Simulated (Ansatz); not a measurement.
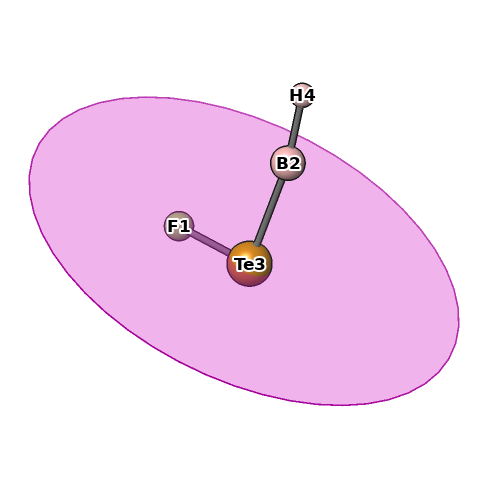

A disc through the centre of mass is drawn in. Distant atoms are faded towards the background colour. State: neutral, doublet. Computed geometry: PBE-D4/def2-SVP optimisation. No frequency run is at hand to confirm it as a minimum.

> Is the plane of the disc a mirror plane of the structure?

No. The point group is Cs, with 1 mirror plane, and this plane isn't one of its mirror planes.
